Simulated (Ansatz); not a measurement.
Input

```
crystal:
  periodic: [false, false, false]
  atoms:
    - {symbol: F, position_ang: [-0.929926, -1.759594, 0.949123]}
    - {symbol: C, position_ang: [0.155157, 0.293606, -0.158358]}
    - {symbol: F, position_ang: [0.756473, 1.431390, -0.772132]}
    - {symbol: H, position_ang: [-0.069168, 0.528088, 0.877543]}
    - {symbol: H, position_ang: [0.847054, -0.541419, -0.207417]}
    - {symbol: H, position_ang: [-0.759590, 0.048029, -0.688760]}
basis:
  gaussian: {orbitals: "def2-TZVPPD.json"}
total_charge: -1
hamiltonian: {xc: pbe0, dispersion: d4}
output: {orbitals: {seedname: orbitals}}
```

Run with:

```sh
ansatz run in.yaml --threads 2 --pin off --events-out ev --progress --plain --max-ram 4352MiB
```

The product side of a reaction path; geometry: PBE0-D4/def2-TZVP.

Method: RKS PBE0-D4/def2-TZVPPD (Ansatz 0.2.0).

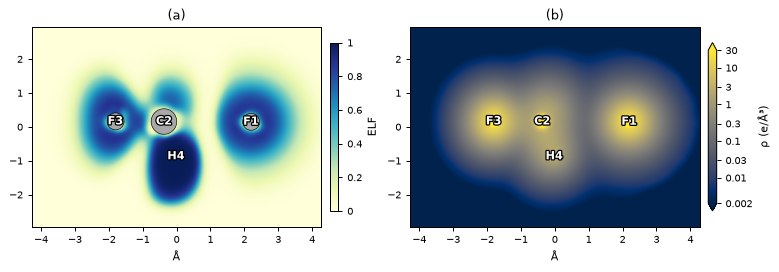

F···CH3F (charge −1). (a) electron localisation function; (b) electron density on the plane of atoms F3, C2 and H4. Grey discs cover the atomic cores in the ELF map.

### Read the bonding off the picture.

- The plane passes through F, C and H nuclei.
- C2···F1 (2.57 Å): the density falls to about 0.12 e/Å³ on the way; the ELF dips to about 0.05 between them.
- C–F (1.43 Å): the density is about 1.8 e/Å³ at the midpoint, with its minimum of 1.4 e/Å³ about 0.5 Å from C; the ELF peaks at about 0.85 between the atoms (a polar covalent bond).
- C–H (1.09 Å): the density is about 2.1 e/Å³ at the midpoint; the ELF climbs to about 1 towards the hydrogen, as it does in any bond to H (an ordinary covalent bond to hydrogen).
- The ELF also peaks beside F3, away from the bonds: lone-pair regions.
